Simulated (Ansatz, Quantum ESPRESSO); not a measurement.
# Band edges of Y2COS MXene, 1 layer under strain, part 2 of 2

Wanted: deformation of the bands of Y2COS MXene, 1 layer, driven from Python.

Quantum ESPRESSO 7.5; plane-wave DFT, PBE, GBRV ultrasoft pseudopotentials; geometry by Ansatz 0.2.0 with PAW datasets.

So far: Starting point; Relaxation with Ansatz.

## (3) Running the series

Under ESM bc1 levels count from the vacuum, or from the mean of the two vacuum levels where the sheet has a dipole, so band edges at unlike strains can be compared.

Level of this step: plane-wave DFT, PBE, GBRV ultrasoft pseudopotentials (Quantum ESPRESSO 7.5).

The input, run.py:

```python
import json
import numpy as np
from ase import Atoms
from ase.calculators.espresso import Espresso, EspressoProfile

profile = EspressoProfile(command='mpirun -n 2 pw.x -nk 2', pseudo_dir='../pseudo')
pseudopotentials = {'C': 'c_pbe_v1.2.uspp.F.UPF', 'O': 'o_pbe_v1.2.uspp.F.UPF', 'S': 's_pbe_v1.4.uspp.F.UPF', 'Y': 'y_pbe_v1.4.uspp.F.UPF'}
system = {'ecutwfc': 40, 'ecutrho': 200, 'occupations': 'smearing', 'smearing': 'fd', 'degauss': 0.002}


def calculator(name, kpts, **extra):
    data = dict(control=dict(tprnfor=True, verbosity='high', disk_io='none'),
                system=system | extra,
                electrons=dict(conv_thr=1e-09, mixing_beta=0.4, mixing_mode='plain',
                               electron_maxstep=100))
    return Espresso(profile=profile, directory=name, pseudopotentials=pseudopotentials, kpts=kpts, input_data=data)


def centre(atoms):
    z = atoms.positions[:, 2]
    atoms.positions[:, 2] -= (z.max() + z.min()) / 2  # ESM wants the slab about z = 0
    return atoms

sheet = Atoms(
    ['S', 'Y', 'C', 'Y', 'O'],
    scaled_positions=[
        [0.3333333333, 0.6666666667, 0.3667434740],
        [0.6666666667, 0.3333333333, 0.4442912488],
        [0.0000000000, 0.0000000000, 0.5101107773],
        [0.3333333333, 0.6666666667, 0.5959821611],
        [0.6666666667, 0.3333333333, 0.6284229442]],
    cell=[
        [3.634831761402, 0.000000000000, 0.000000000000],
        [-1.817415880701, 3.147856643856, 0.000000000000],
        [0.000000000000, 0.000000000000, 20.897220309500]],
    pbc=True)

rows = []
for strain in [-0.03, -0.015, 0.0, 0.015, 0.03]:
    atoms = sheet.copy()
    atoms.set_cell(sheet.cell.array * [[1 + strain], [1 + strain], [1]], scale_atoms=True)
    atoms = centre(atoms)
    atoms.calc = calculator(f's{strain:+.3f}', (12, 12, 1), assume_isolated='esm', esm_bc='bc1', nbnd=23)
    energy = atoms.get_potential_energy()
    levels = np.array([atoms.calc.get_eigenvalues(kpt=i) for i in range(len(atoms.calc.get_ibz_k_points()))])
    top, bottom = levels[:, 18].max(), levels[:, 19].min()
    direct = (levels[:, 19] - levels[:, 18]).min()
    rows.append([strain, energy, top, bottom, direct])
    print(f'strain {strain:+.3f}: E = {energy:.5f} eV, valence top {top:.3f}, conduction bottom {bottom:.3f}, '
          f'gap {bottom - top:.3f}, least direct gap {direct:.3f} eV')

x, energy, top, bottom, direct = np.array(rows).T
area = np.linalg.norm(np.cross(*sheet.cell[:2]))
stiffness = np.polyfit(x, energy, 2)[0] / area * 16.0218  # C11 + C12, heights clamped
print(f'valence and conduction edges move by {np.polyfit(x, top, 1)[0]:.2f} and {np.polyfit(x, bottom, 1)[0]:.2f} eV per unit biaxial strain')
print(f'C11 + C12 with clamped heights: {stiffness:.1f} N/m')
json.dump(dict(rows=rows, stiffness=stiffness), open('result.json', 'w'))
```

Command:

```bash
OMP_NUM_THREADS=1 python run.py
```

The program printed:

```text
strain -0.030: E = -3453.31843 eV, valence top -4.917, conduction bottom -6.313, gap -1.396, least direct gap 0.000 eV
strain -0.015: E = -3453.43200 eV, valence top -4.994, conduction bottom -6.301, gap -1.306, least direct gap 0.000 eV
strain +0.000: E = -3453.46737 eV, valence top -5.058, conduction bottom -6.281, gap -1.223, least direct gap 0.000 eV
strain +0.015: E = -3453.43328 eV, valence top -5.111, conduction bottom -6.257, gap -1.146, least direct gap 0.000 eV
strain +0.030: E = -3453.33741 eV, valence top -5.156, conduction bottom -6.231, gap -1.075, least direct gap 0.000 eV
valence and conduction edges move by -3.96 and 1.38 eV per unit biaxial strain
C11 + C12 with clamped heights: 217.1 N/m
```

The job ended after 11 min (2 MPI ranks of Arm Neoverse V2, shared host; peak memory 0.54 GiB; 21 min of CPU time).

The input that ASE wrote for the first run, and its log:

```
&CONTROL
   verbosity        = 'high'
   tprnfor          = .true.
   disk_io          = 'none'
   pseudo_dir       = '../pseudo'
/
&SYSTEM
   nbnd             = 23
   ecutwfc          = 40
   ecutrho          = 200
   occupations      = 'smearing'
   degauss          = 0.002
   smearing         = 'fd'
   assume_isolated  = 'esm'
   esm_bc           = 'bc1'
   ntyp             = 4
   nat              = 5
   ibrav            = 0
/
&ELECTRONS
   electron_maxstep = 100
   conv_thr         = 1e-09
   mixing_mode      = 'plain'
   mixing_beta      = 0.4
/
&IONS
/
&CELL
/
&FCP
/
&RISM
/
ATOMIC_SPECIES
S 32.06 s_pbe_v1.4.uspp.F.UPF
Y 88.90584 y_pbe_v1.4.uspp.F.UPF
C 12.011 c_pbe_v1.2.uspp.F.UPF
O 15.999 o_pbe_v1.2.uspp.F.UPF

K_POINTS automatic
12 12 1  0 0 0

CELL_PARAMETERS angstrom
3.52578680855994 0.00000000000000 0.00000000000000
-1.76289340427997 3.05342094454032 0.00000000000000
0.00000000000000 0.00000000000000 20.89722030950000

ATOMIC_POSITIONS angstrom
S -0.0000000002 2.0356139631 -2.7341867696  
Y 1.7628934045 1.0178069814 -1.1136538351  
C 0.0000000000 0.0000000000 0.2617913526  
Y -0.0000000002 2.0356139631 2.0562645782  
O 1.7628934045 1.0178069814 2.7341867696
```

```text
Program PWSCF v.7.5 starts
[citation notice left out]

     Parallel version (MPI & OpenMP), running on       2 processor cores
     Number of MPI processes:                 2
     Threads/MPI process:                     1

     MPI processes distributed on     1 nodes
[... 1 line left out ...]

Warning: card &CELL ignored
Warning: card &FCP ignored
Warning: card &RISM ignored

     Current dimensions of program PWSCF are:
     Max number of different atomic species (ntypx) = 10
     Max number of k-points (npk) =  40000
     Max angular momentum in pseudopotentials (lmaxx) =  4
     Message from routine setup:
     using ibrav=0 with symmetry is DISCOURAGED, use correct ibrav instead

     K-points division:     npool     =       2
     Subspace diagonalization in iterative solution of the eigenvalue problem:
     a serial algorithm will be used

     G-vector sticks info
     --------------------
     sticks:   dense  smooth     PW     G-vecs:    dense   smooth      PW
     Sum         595     499    151                72195    52029    8709

     Using Slab Decomposition

     bravais-lattice index     =            0
     lattice parameter (alat)  =       6.6628  a.u.
     unit-cell volume          =    1518.1960 (a.u.)^3
     number of atoms/cell      =            5
     number of atomic types    =            4
     number of electrons       =        38.00
     number of Kohn-Sham states=           23
     kinetic-energy cutoff     =      40.0000  Ry
     charge density cutoff     =     200.0000  Ry
     scf convergence threshold =      1.0E-09
     mixing beta               =       0.4000
     number of iterations used =            8  plain     mixing
     Exchange-correlation= SLA  PW   PBE  PBE
                           (   1   4   3   4   0   0   0)

     Effective Screening Medium Method
     =================================
     Boundary Conditions: Vacuum-Slab-Vacuum
     total charge in unit cell        =   0.0000
     grid points for fit at edges     =        4

[... 10 lines left out ...]
     PseudoPot. # 1 for S  read from file:
     ../pseudo/s_pbe_v1.4.uspp.F.UPF
     Pseudo is Ultrasoft + core correction, Zval =  6.0
     Generated by new atomic code, or converted to UPF format
     Using radial grid of  907 points,  6 beta functions with:
                l(1) =   0
                l(2) =   0
                l(3) =   1
                l(4) =   1
                l(5) =   2
                l(6) =   2
     Q(r) pseudized with  8 coefficients,  rinner =    1.300   1.300   1.300
                                                       1.300   1.300

     PseudoPot. # 2 for Y  read from file:
     ../pseudo/y_pbe_v1.4.uspp.F.UPF
     Pseudo is Ultrasoft + core correction, Zval = 11.0
     Generated by new atomic code, or converted to UPF format
     Using radial grid of  885 points,  6 beta functions with:
                l(1) =   0
[... 915 lines left out ...]

     negative rho (up, down):  3.548E-04 0.000E+00

     Forces acting on atoms (cartesian axes, Ry/au):

     atom    1 type  1   force =     0.00000000    0.00000000   -0.02586154
     atom    2 type  2   force =     0.00000000    0.00000000    0.01236006
     atom    3 type  3   force =     0.00000000    0.00000000    0.00389314
     atom    4 type  2   force =     0.00000000   -0.00000000   -0.01335662
     atom    5 type  4   force =     0.00000000    0.00000000    0.02295335
     The non-local contrib.  to forces
     atom    1 type  1   force =     0.00000000   -0.00000000    0.04796494
     atom    2 type  2   force =     0.00000000    0.00000000    0.00825884
     atom    3 type  3   force =     0.00000000    0.00000000    0.03877411
     atom    4 type  2   force =     0.00000000    0.00000000   -0.02218959
     atom    5 type  4   force =     0.00000000    0.00000000   -0.32358493
     The ionic contribution  to forces
     atom    1 type  1   force =     0.00000000   -0.00000000  -60.71678681
     atom    2 type  2   force =    -0.00000000    0.00000000  -53.72383493
     atom    3 type  3   force =     0.00000000   -0.00000000   -1.03221778
     atom    4 type  2   force =     0.00000000   -0.00000000   62.52413972
     atom    5 type  4   force =    -0.00000000    0.00000000   52.94869980
     The local contribution  to forces
     atom    1 type  1   force =     0.00000000   -0.00000000   60.64484037
     atom    2 type  2   force =    -0.00000001    0.00000001   53.72819090
     atom    3 type  3   force =     0.00000000   -0.00000000    0.99809675
     atom    4 type  2   force =     0.00000001   -0.00000000  -62.51672651
     atom    5 type  4   force =    -0.00000002    0.00000001  -52.60289360
     The core correction contribution to forces
     atom    1 type  1   force =    -0.00000000    0.00000000   -0.00183702
     atom    2 type  2   force =     0.00000000   -0.00000000   -0.00022853
     atom    3 type  3   force =     0.00000000   -0.00000000   -0.00075433
     atom    4 type  2   force =    -0.00000000    0.00000000    0.00141913
     atom    5 type  4   force =    -0.00000000    0.00000000    0.00072718
     The Hubbard contrib.    to forces
     atom    1 type  1   force =     0.00000000    0.00000000    0.00000000
     atom    2 type  2   force =     0.00000000    0.00000000    0.00000000
     atom    3 type  3   force =     0.00000000    0.00000000    0.00000000
     atom    4 type  2   force =     0.00000000    0.00000000    0.00000000
     atom    5 type  4   force =     0.00000000    0.00000000    0.00000000
     The SCF correction term to forces
     atom    1 type  1   force =     0.00000000   -0.00000000   -0.00004302
     atom    2 type  2   force =     0.00000000    0.00000000   -0.00002622
     atom    3 type  3   force =     0.00000000   -0.00000000   -0.00000563
     atom    4 type  2   force =    -0.00000000   -0.00000000    0.00000062
     atom    5 type  4   force =     0.00000000    0.00000000    0.00000491

     Total force =     0.039268     Total SCF correction =     0.000051
     Message from routine punch:
     Nothing written, as per user request (disk_io='none')

[... 1 line left out ...]

[... 1 line left out ...]

[... 1 line left out ...]

[... 3 lines left out ...]

[... 1 line left out ...]

[... 2 lines left out ...]

[... 1 line left out ...]

[... 1 line left out ...]

=------------------------------------------------------------------------------=
   JOB DONE.
=------------------------------------------------------------------------------=
```

Numbers from this step:

* biaxial stiffness: 217.1 N/m

Band edge from the vacuum level against biaxial strain:

| biaxial strain (%) | valence top (eV) | conduction bottom (eV) |
| --- | --- | --- |
| -3.00 | -4.92 | -6.31 |
| -1.50 | -4.99 | -6.30 |
| 0.00 | -5.06 | -6.28 |
| 1.50 | -5.11 | -6.26 |
| 3.00 | -5.16 | -6.23 |

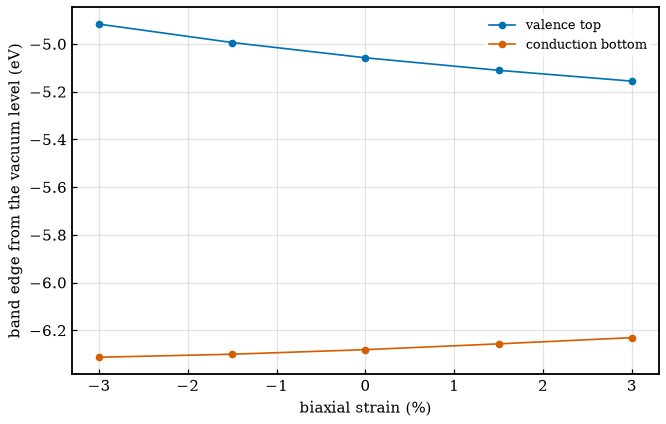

Band edge from the vacuum level, plotted against biaxial strain.

Table of gap by biaxial strain:

```
biaxial strain (%)  on the mesh (eV)  least direct (eV)
             -3.00             -1.40                  0
             -1.50             -1.31                  0
              0.00             -1.22                  0
              1.50             -1.15                  0
              3.00             -1.07                  0
```

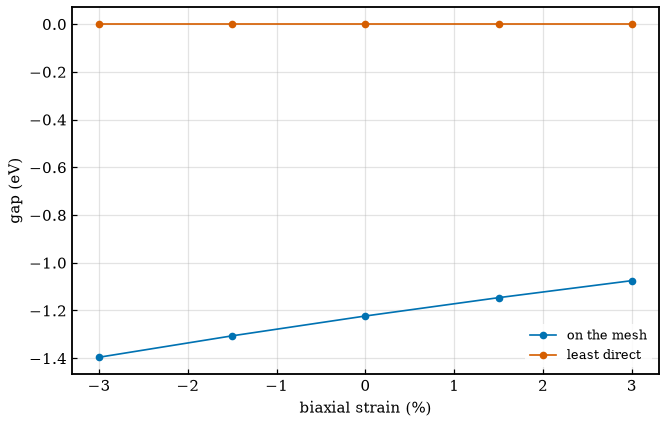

Gap, plotted against biaxial strain.

Energy over the lowest against biaxial strain:

| biaxial strain (%) | energy over the lowest (meV) |
| --- | --- |
| -3.00 | 149 |
| -1.50 | 35.4 |
| 0.00 | 0 |
| 1.50 | 34.1 |
| 3.00 | 130 |

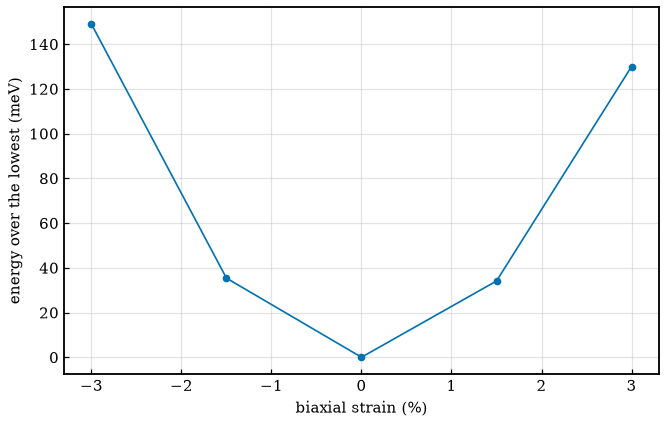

Energy over the lowest against biaxial strain.

## (4) Running the series: LDA, GBRV ultrasoft

Level of this step: plane-wave DFT, LDA, GBRV ultrasoft pseudopotentials (Quantum ESPRESSO 7.5).

run.py is the input of step 3 with these lines changed:

```diff
@@ -6,3 +6,3 @@
 profile = EspressoProfile(command='mpirun -n 2 pw.x -nk 2', pseudo_dir='../pseudo')
-pseudopotentials = {'C': 'c_pbe_v1.2.uspp.F.UPF', 'O': 'o_pbe_v1.2.uspp.F.UPF', 'S': 's_pbe_v1.4.uspp.F.UPF', 'Y': 'y_pbe_v1.4.uspp.F.UPF'}
+pseudopotentials = {'C': 'c_lda_v1.2.uspp.F.UPF', 'O': 'o_lda_v1.2.uspp.F.UPF', 'S': 's_lda_v1.4.uspp.F.UPF', 'Y': 'y_lda_v1.4.uspp.F.UPF'}
 system = {'ecutwfc': 40, 'ecutrho': 200, 'occupations': 'smearing', 'smearing': 'fd', 'degauss': 0.002}
```

Command:

```bash
OMP_NUM_THREADS=1 python run.py
```

The program printed:

```text
strain -0.030: E = -3453.79056 eV, valence top -5.176, conduction bottom -6.586, gap -1.410, least direct gap 0.000 eV
strain -0.015: E = -3453.78627 eV, valence top -5.251, conduction bottom -6.572, gap -1.320, least direct gap 0.000 eV
strain +0.000: E = -3453.70773 eV, valence top -5.315, conduction bottom -6.552, gap -1.237, least direct gap 0.000 eV
strain +0.015: E = -3453.56368 eV, valence top -5.367, conduction bottom -6.527, gap -1.160, least direct gap 0.000 eV
strain +0.030: E = -3453.36164 eV, valence top -5.411, conduction bottom -6.500, gap -1.089, least direct gap 0.000 eV
valence and conduction edges move by -3.90 and 1.44 eV per unit biaxial strain
C11 + C12 with clamped heights: 204.9 N/m
```

Elapsed: 10 min, on 2 MPI ranks; peak memory 0.53 GiB; 20 min of CPU time.

Numbers from this step:

| Property | Result |
| --- | --- |
| biaxial stiffness | 204.9 N/m |

Table of band edge from the vacuum level by biaxial strain:

```csv
biaxial strain (%),valence top (eV),conduction bottom (eV)
-3.00,-5.18,-6.59
-1.50,-5.25,-6.57
0.00,-5.31,-6.55
1.50,-5.37,-6.53
3.00,-5.41,-6.50
```

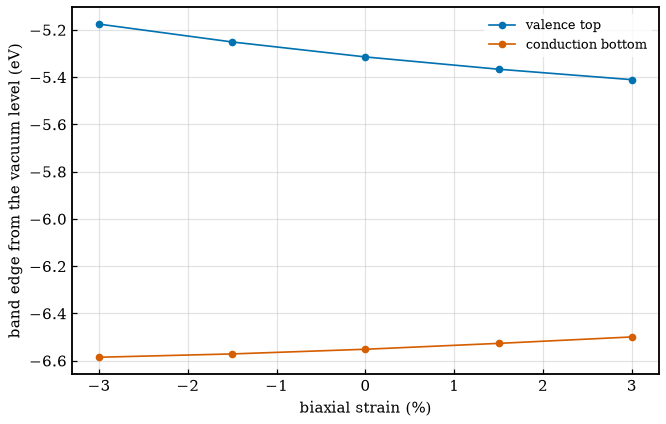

Band edge from the vacuum level, plotted against biaxial strain.

The gap by biaxial strain:

```
biaxial strain (%)  on the mesh (eV)  least direct (eV)
             -3.00             -1.41                  0
             -1.50             -1.32                  0
              0.00             -1.24                  0
              1.50             -1.16                  0
              3.00             -1.09                  0
```

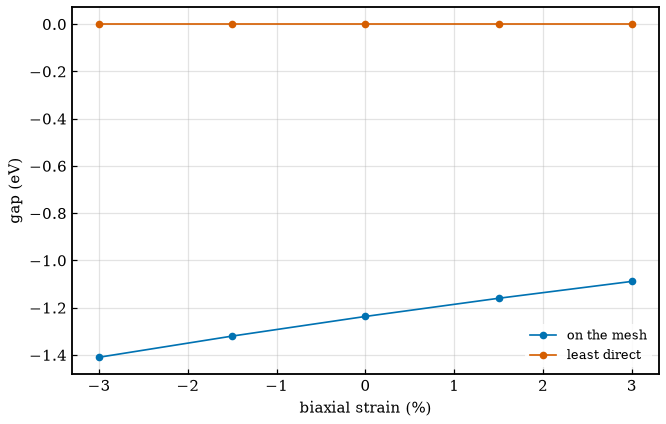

Gap against biaxial strain.

Energy over the lowest against biaxial strain:

```
biaxial strain (%)  energy over the lowest (meV)
             -3.00                             0
             -1.50                          4.28
              0.00                          82.8
              1.50                           227
              3.00                           429
```

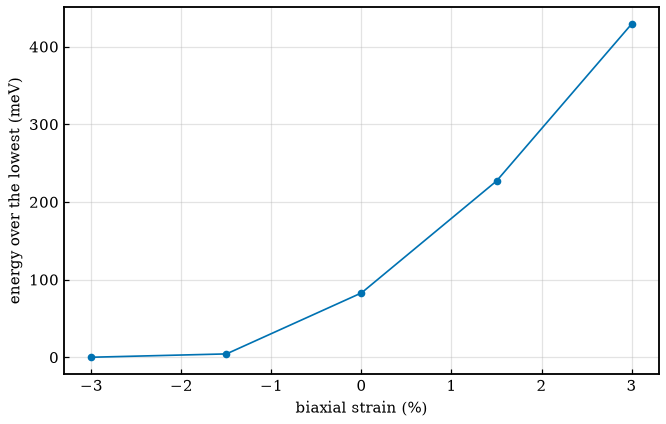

Energy over the lowest against biaxial strain.

## (5) By hand

Under equal strain ε in the plane, E = A (C11 + C12) ε². From the points at ±1.5 %: d²E/dε² = (35.36 + 34.09 − 2 × 0.00) meV / 0.015² = 309 eV, and 309/(2 × 11.442 Å²) × 16.02 = 216 N/m.

## (6) Outcome

- C11 + C12, heights clamped, PBE, GBRV ultrasoft: 217 N/m
- C11 + C12, heights clamped, LDA, GBRV ultrasoft: 205 N/m

What this shows: The sheet's biaxial stiffness comes to 217 N/m (PBE, GBRV ultrasoft). The bands overlap at every strain: the sheet is a metal, and edges by band count are no gaps. Heights are clamped under strain, which makes a sheet with several atomic planes too stiff. Zero strain is the PBE cell; under LDA the energy is lowest near -2.5 %, so its stiffness is taken away from its own minimum. Semilocal gaps are too small. The sheet carries a dipole, so the two faces have unlike vacuum levels and the zero lies between them. Spin-orbit coupling is left out; depending on the atoms that carry the levels of interest, it can split and shift them by tens to hundreds of meV.

[Logs are printed without paths, hosts, clocks, repeated set-up lines and the standing remarks that a program may print on its own settings, such as how far it seeks lower states.]

[Hosts, paths, dates, database ids (printed as entryN), source tags and the programs' standing remarks are cut or masked in the printed files.]

[Maps of the electrostatic potential energy from Ansatz leave out the sawtooth potential of an applied field or a dipole correction, so their vacuum need not be flat; planar profiles and work functions include it.]
